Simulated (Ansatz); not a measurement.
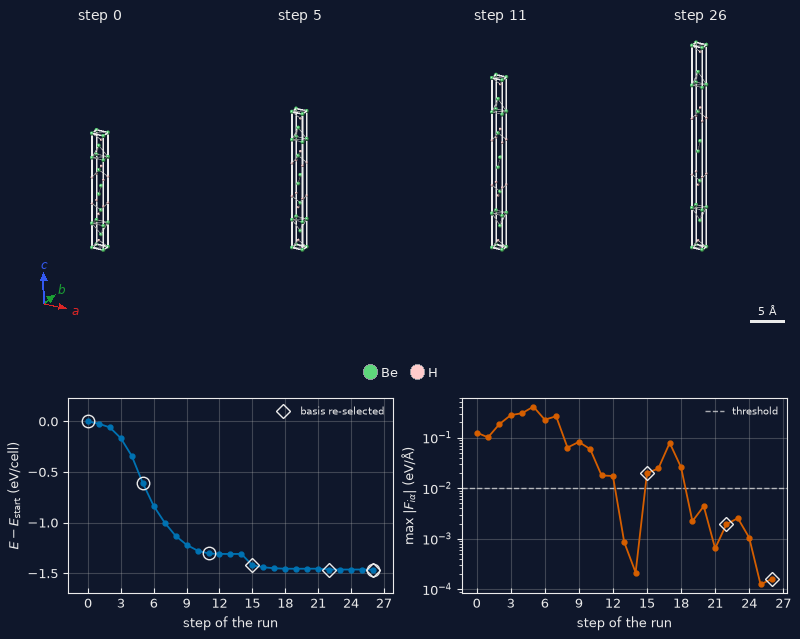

Frames of a relaxation of solid Be$_{3}$H$_{2}$ (built on the tetradymite_166 type), marked on the history of the run. Style: ball-and-stick. Shown: the conventional cell (3 times the calculation's cell), slightly off an axis. Lengths and directions refer to the drawn axes.

Case: tetradymite type (R-3m, No. 166).

Theory: DFT PBE, scalar-relativistic, plane waves, PAW (Ansatz 0.2.0).

The input:
```yaml
crystal:
  lattice:
    - [1.2444876197, 0.7185052622, 5.8822724432]
    - [-1.2444876197, 0.7185052622, 5.8822724432]
    - [0.0, -1.4370105244, 5.8822724432]
  atoms:
    - { symbol: Be, position: [0.0, 0.0, 0.0] }
    - { symbol: Be, position: [0.2124687706, 0.2124687706, 0.2124687706] }
    - { symbol: Be, position: [0.7875312294, 0.7875312294, 0.7875312294] }
    - { symbol: H, position: [0.3851419201, 0.3851419201, 0.3851419201] }
    - { symbol: H, position: [0.6148580799, 0.6148580799, 0.6148580799] }
basis:
  ecutwfc: 420
kpoints:
  mp_grid: { grid: [18, 18, 18] }
hamiltonian:
  xc: pbe
scf:
  occupations: { method: gaussian, width: 0.1 }
output:
  forces: true
  stress: true
  eigenvalues: true
relax:
  adjacent_minimum: "off"
  f_tol: 0.01
  max_steps: 80
  cell: { stress_tol: 0.05 }
```

Run as
```bash
ansatz run input.yaml --threads 1 --pin off --max-ram 2560MiB --backend cpu --events-out ev --progress --plain --runs-dir out
```

**What happens along the run?**

After 23 accepted moves (26 points after the start) the energy has fallen by 1.463 eV per cell of the calculation. The largest force component goes from 0.13 to 0.00016 eV/Å. The pressure goes from −0.02 to 0.00 GPa. The SCF was repeated 3 times at an unchanged geometry on a basis and grid sized afresh for the cell, which shifted the energy by 0.111 eV per cell of the calculation at most. The largest moves relative to the cell, 0.72 Å, are those of H4 and H5. H5 goes along +c. By element the largest moves are H 0.72 Å, Be 0.49 Å. Cell: a = b 2.489 → 2.234 Å (−10.2 %), c 17.647 → 31.206 Å (+76.8 %). Volume +42.4 %. Among the contacts that change: Be1–Be1 2.489 → 2.234 Å, Be1–H4 1.703 → 1.570 Å, Be2–Be3 2.163 → 2.271 Å. Among the angles between lasting bonds that change: Be3–Be2–Be3 70.3° → 58.9°. The space group stays R-3m (No. 166). From step 0 to 5: Be atoms move most (0.14 Å), volume +1.1 %, energy −0.608 eV per cell of the calculation. From step 5 to 11: H atoms move most (0.29 Å), volume +18.0 %, energy −0.695 eV per cell of the calculation. From step 11 to 26: H atoms move most (0.18 Å), volume +19.3 %, energy −0.159 eV per cell of the calculation.
